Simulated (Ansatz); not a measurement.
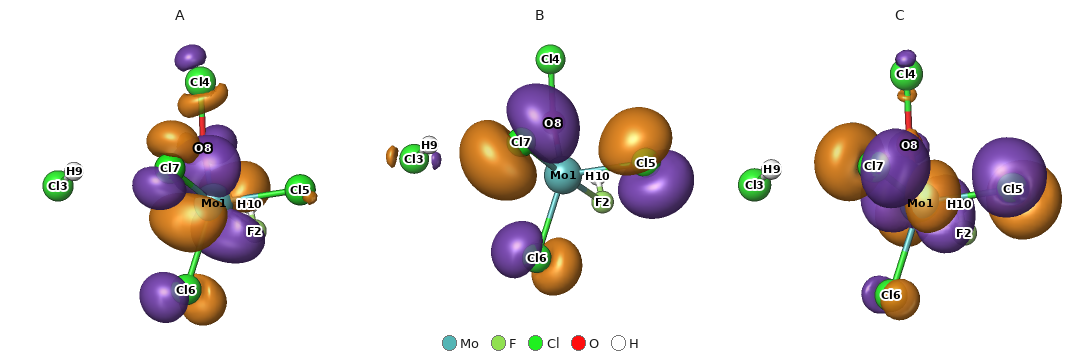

Cl4FHMoO···HCl. Three frontier orbitals at ±0.1 Å⁻³ᐟ² (orange and purple are the two phases), in no order.

Core potentials replace the inner electrons of Mo.

Computed with RHF/def2-SVP (Ansatz).

```xyz
10

Mo   -0.2029   -0.1081    0.1143
F    -0.8136   -0.2471    2.4673
Cl    3.7215    0.2186   -0.0822
Cl    0.3604    3.0258    0.3120
Cl   -2.4521    0.1718   -0.2708
Cl    0.4245   -2.2523    0.4472
Cl    0.5146    0.2384   -2.0604
O     0.3055    1.4847    0.9221
H     3.1179    0.3273   -1.2009
H    -0.5542    0.5331    2.8599
```

Question: Order the three orbitals by energy and name them.

Answer: B is the HOMO−1 (−12.22 eV). Its weight (Hirshfeld) is mainly on Cl7 (about 50 %), Cl5 (about 30 %) and Cl6 (about 10 %); largely a combination of lone pairs on Cl7, Cl5 and Cl6. C is the HOMO (−10.76 eV). By Hirshfeld shares it lies mainly on Mo1 (about 45 %), Cl5 (about 25 %) and Cl7 (about 20 %). A is the LUMO (−0.56 eV). By Hirshfeld shares it lies mainly on Mo1 (about 70 %), Cl6 (about 10 %) and Cl7 (about 10 %).

Question: What is the HOMO–LUMO gap?

Answer: 10.20 eV between the orbital energies.
